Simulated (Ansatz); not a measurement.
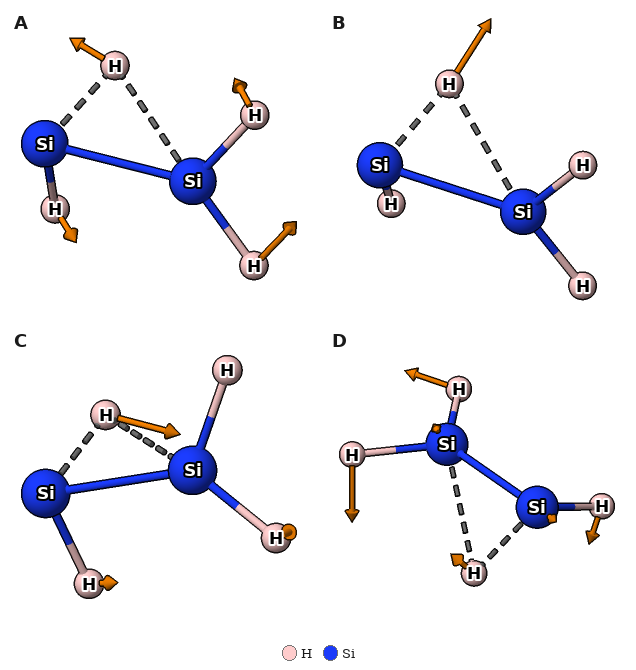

4 normal modes of one molecule or complex, as arrows. Broken sticks mark bonds that form or break. Harmonic vibrations computed with RKS PBE0-D4/def2-TZVP (Ansatz 0.2.0) at a stationary point of the same level. It is a saddle point of order 1.

> Match the panels to the wavenumbers 563i cm⁻¹, 500 cm⁻¹, 658 cm⁻¹, 1911 cm⁻¹.

A: 658 cm⁻¹
B: 1911 cm⁻¹
C: 563i cm⁻¹
D: 500 cm⁻¹
